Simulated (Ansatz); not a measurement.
Relaxed BaTiO3 (tetragonal-perovskite type, space group P4mm):

```
CELL_PARAMETERS angstrom
      3.97275     0.00000     0.00000
      0.00000     3.97275     0.00000
      0.00000     0.00000     4.11229
ATOMIC_POSITIONS crystal
  Ti 0.50000 0.50000 0.45228
  Ba 0.00000 0.00000 0.93419
  O  0.50000 0.50000 0.89527
  O  0.50000 0.00000 0.41213
  O  0.00000 0.50000 0.41213
```

In each cell atom 3 (O, nearest neighbour Ti at 1.822 Å; its periodic images, 4.0 Å or more away, move with it) moves by s·(0.000, 0.000, -1.000) (towards the nearest neighbour), the rest being held.

Method: r2SCAN (plane waves to 500 eV, PAW, scalar-relativistic; Ansatz, an electronic-structure program). k mesh 7×7×7 (Γ-centred), Fermi-Dirac smearing 0.05 eV. E stands for the smeared free energy. Left out: 2 of 11 points, with atoms too close for the PAW data. BaTiO3 is run without spin polarisation. BaTiO3 was relaxed with its symmetry unable to fall. The PAW data are Ansatz's earlier set. ΔE is measured from the undisplaced structure.

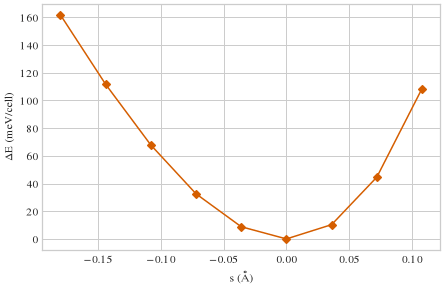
Figure: ΔE (meV/cell) against s (Å); one marker a computed point.

Q: Is the energy the same for displacements of ±0.108 Å, and if not, which side lies higher?

A: Not even: the positive side lies higher at ±0.108 Å.

Q: What is the energy change at s = 0.108 Å?

A: About 110 meV/cell.

(For displaced atoms, the force is minus the slope of the energy, and its curvature is a force constant, which sets phonon frequencies.)
